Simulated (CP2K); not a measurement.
# NSF3 (thiazyl trifluoride) at GFN0-xTB

Aim: the energy change on altering one bond length of NSF3 (thiazyl trifluoride) at GFN0-xTB, from 2 runs. 

Program for the calculation: CP2K 2026.2.

3 further runs of the same task are left out: 2 that didn't finish, 1 set aside as unsound or not needed.

### 1 Starting point

NSF3 has 5 atoms, charge 0, and is taken as a singlet. SMILES: `N#S(F)(F)F`. Geometry: relaxed at GFN2-xTB.

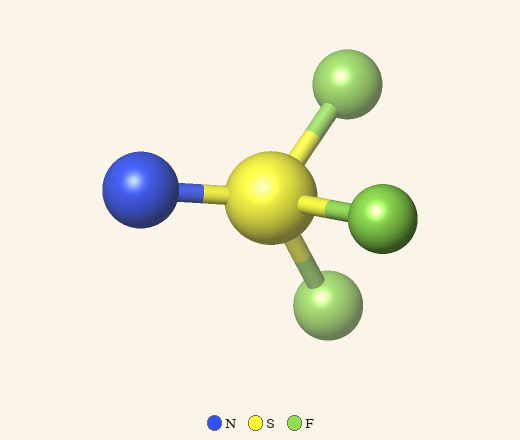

Viewed from a chosen angle; nitrogen blue, sulfur yellow, fluorine green.

### 2 Energy and forces at GFN0-xTB

File molecule.xyz:

```xyz
5

N     -0.358080    -0.004690     1.626160
S     -0.053300    -0.000320     0.245520
F      1.060160    -0.972240    -0.423820
F     -1.148560    -0.328830    -0.906480
F      0.499780     1.306070    -0.541380
```

File gas.inp:

```
&GLOBAL
   PROJECT gas
   RUN_TYPE ENERGY_FORCE
   PRINT_LEVEL MEDIUM
&END GLOBAL

&FORCE_EVAL
   METHOD QUICKSTEP
   &DFT
      &QS
         METHOD XTB
         EPS_DEFAULT 1.0E-10
         &XTB
            GFN_TYPE 0
            CHECK_ATOMIC_CHARGES F
         &END XTB
      &END QS
      ! cluster boundary conditions
      &POISSON
         PERIODIC NONE
         POISSON_SOLVER ANALYTIC
      &END POISSON
      ! self-consistent field
      &SCF
         SCF_GUESS ATOMIC
         EPS_SCF 1.0E-07
         MAX_SCF 150
         ADDED_MOS 2
         &DIAGONALIZATION
            ALGORITHM STANDARD
         &END DIAGONALIZATION
         &MIXING
            METHOD DIRECT_P_MIXING
            ALPHA 0.4
         &END MIXING
      &END SCF
      ! extra output
      &PRINT
         &MOMENTS
            PERIODIC F
            REFERENCE COM
            MAX_MOMENT 1
         &END MOMENTS
         &MO ON
            ENERGIES T
            OCCUPATION_NUMBERS T
            NDIGITS 6
            &EACH
               QS_SCF 0
            &END EACH
            ADD_LAST NUMERIC
         &END MO
         &HIRSHFELD OFF
         &END HIRSHFELD
      &END PRINT
   &END DFT
   &SUBSYS
      &CELL
         ABC 12.2 12.3 12.5
         PERIODIC NONE
      &END CELL
      &TOPOLOGY
         COORD_FILE_NAME molecule.xyz
         COORD_FILE_FORMAT XYZ
         &CENTER_COORDINATES
         &END CENTER_COORDINATES
      &END TOPOLOGY
   &END SUBSYS
   ! extra output
   &PRINT
      &FORCES ON
      &END FORCES
   &END PRINT
&END FORCE_EVAL
```

Run with:

```console
OMP_NUM_THREADS=1 cp2k.psmp gas.inp > gas.out
```

The program printed:

```text
CP2K| version string:                                       CP2K version 2026.2
[...]
 GLOBAL| Method name                                                        CP2K
[...]
 GLOBAL| Run type                                                   ENERGY_FORCE
[...]
                             - Atoms:                                          5
[...]
                             - Spherical basis functions:                     25
[...]
 Number of electrons:                                                         32
[...]
 TB_DIPOLE| Moment [Debye]          0.91643423       0.01936629      -4.09359960
 TB_DIPOLE| Derivative [a.u.]       0.00000000       0.00000000       0.00000000
[...]
 ENERGY| Total FORCE_EVAL ( QS ) energy [hartree]            -17.687792926928935
 FORCES| Atomic forces [hartree/bohr]
 FORCES|   Atom     x               y               z               |f|
 FORCES|      1 -4.57402052E-03 -3.92188275E-05  2.09469115E-02   2.14405294E-02
 FORCES|      2  1.37966923E-02  1.40890583E-04 -6.30157455E-02   6.45085479E-02
 FORCES|      3 -1.89401939E-02  1.66797219E-02  1.05949715E-02   2.73714722E-02
 FORCES|      4  1.90337915E-02  5.64072552E-03  1.88395858E-02   2.73684672E-02
 FORCES|      5 -9.31626947E-03 -2.24221192E-02  1.26342767E-02   2.73709564E-02
 FORCES| Sum     4.85722573E-17 -3.12250226E-17 -2.25514052E-17
 FORCES| Total atomic force                                       6.19905807E-17
[...]
```

It took 0.86 s on 1 thread of AMD EPYC 9R45 (Zen 5), shared host; peak memory 0.19 GiB.

### 3 The distorted shape at the same level

File molecule.xyz:

```xyz
5

N     -0.689916    -0.788497     2.098284
S     -0.385136    -0.784127     0.717644
F      0.728324    -1.756047     0.048304
F     -1.480396    -1.112637    -0.434356
F      0.499780     1.306070    -0.541380
```

File mol.inp:

```
&GLOBAL
 PROJECT_NAME mol
 RUN_TYPE ENERGY_FORCE
 PRINT_LEVEL MEDIUM
&END GLOBAL

&FORCE_EVAL
 METHOD Quickstep
 &DFT
  &QS
   METHOD XTB
   EPS_DEFAULT 1.0E-10
   &XTB
    GFN_TYPE 0
    CHECK_ATOMIC_CHARGES F
   &END XTB
  &END QS
  &POISSON
   PERIODIC NONE
   POISSON_SOLVER ANALYTIC
  &END POISSON
  ! self-consistent field
  &SCF
   SCF_GUESS ATOMIC
   EPS_SCF 1.0E-07
   MAX_SCF 150
   ADDED_MOS 2
   &DIAGONALIZATION
    ALGORITHM STANDARD
   &END DIAGONALIZATION
   &MIXING
    METHOD DIRECT_P_MIXING
    ALPHA 0.4
   &END MIXING
  &END SCF
  ! extra output
  &PRINT
   &MOMENTS
    PERIODIC F
    REFERENCE COM
    MAX_MOMENT 1
   &END MOMENTS
   &MO ON
    ENERGIES T
    OCCUPATION_NUMBERS T
    NDIGITS 6
    &EACH
     QS_SCF 0
    &END EACH
    ADD_LAST NUMERIC
   &END MO
   &HIRSHFELD OFF
   &END HIRSHFELD
  &END PRINT
 &END DFT
 &SUBSYS
  &CELL
   ABC 12.2 13.1 12.6
   PERIODIC NONE
  &END CELL
  &TOPOLOGY
   COORD_FILE_NAME molecule.xyz
   COORD_FILE_FORMAT XYZ
   &CENTER_COORDINATES
   &END CENTER_COORDINATES
  &END TOPOLOGY
 &END SUBSYS
 ! extra output
 &PRINT
  &FORCES ON
  &END FORCES
 &END PRINT
&END FORCE_EVAL
```

Run with:

```console
OMP_NUM_THREADS=1 cp2k.psmp mol.inp > mol.out
```

The program printed:

```text
CP2K| version string:                                       CP2K version 2026.2
[...]
 GLOBAL| Method name                                                        CP2K
[...]
 GLOBAL| Run type                                                   ENERGY_FORCE
[...]
                             - Atoms:                                          5
[...]
                             - Spherical basis functions:                     25
[...]
 Number of electrons:                                                         32
[...]
 TB_DIPOLE| Moment [Debye]         -2.99128071      -9.70921834       0.80835879
 TB_DIPOLE| Derivative [a.u.]       0.00000000       0.00000000       0.00000000
[...]
 ENERGY| Total FORCE_EVAL ( QS ) energy [hartree]            -17.648243012103791
 FORCES| Atomic forces [hartree/bohr]
 FORCES|   Atom     x               y               z               |f|
 FORCES|      1 -8.93673684E-04  7.15135240E-03  1.37305038E-02   1.55070058E-02
 FORCES|      2 -1.40704438E-03 -4.28058323E-02 -5.07046630E-02   6.63722977E-02
 FORCES|      3 -2.31016513E-02  2.58156698E-02  1.27662178E-02   3.69203388E-02
 FORCES|      4  2.60470352E-02  1.14732099E-02  2.34410485E-02   3.68722842E-02
 FORCES|      5 -6.44665824E-04 -1.63439976E-03  7.66892823E-04   1.91702405E-03
 FORCES| Sum    -9.35666475E-17 -9.67108338E-17 -1.06902334E-16
 FORCES| Total atomic force                                       1.71859861E-16
[...]
```

It took 0.9 s on 1 thread of AMD EPYC 9R45 (Zen 5), shared host; peak memory 0.19 GiB.

### 4 Summary of results

Level: GFN0-xTB.

```
                                                         quantity         value
                                        first shape: total energy  -17.68779 Eh
           first shape: dipole moment (from atomic charges alone)        4.19 D
                                         first shape: HOMO energy     -11.91 eV
                                         first shape: LUMO energy      -6.55 eV
                                       first shape: HOMO–LUMO gap       5.35 eV
                                   first shape: dispersion energy  -3.08 kJ/mol
                            first shape: largest force on an atom    3.317 eV/Å
                                    distorted shape: total energy  -17.64824 Eh
       distorted shape: dipole moment (from atomic charges alone)       10.19 D
                                     distorted shape: HOMO energy     -11.92 eV
                                     distorted shape: LUMO energy     -10.32 eV
                                   distorted shape: HOMO–LUMO gap       1.60 eV
                               distorted shape: dispersion energy  -2.94 kJ/mol
                        distorted shape: largest force on an atom    3.413 eV/Å
energy change with the S2–F5 bond stretched from 1.622 to 2.596 Å      1.076 eV
```

**Reading.** One bond (distorted shape) is far stretched, which a spin-restricted single reference describes badly. With the S2–F5 bond stretched from 1.622 to 2.596 Å the energy rises by 1.08 eV (25 kcal/mol). The first shape isn't relaxed at this level, so the change isn't measured from a minimum. A restricted reference can't describe the breaking bond well at this length. The largest force (first shape) is 3.32 eV/Å: the shape isn't a stationary point for this species at this level. The dipole (first shape) comes from point charges on the atoms alone, without atomic dipoles, so it is partial. The dipole (distorted shape) comes from point charges on the atoms alone, without atomic dipoles, so it is partial.
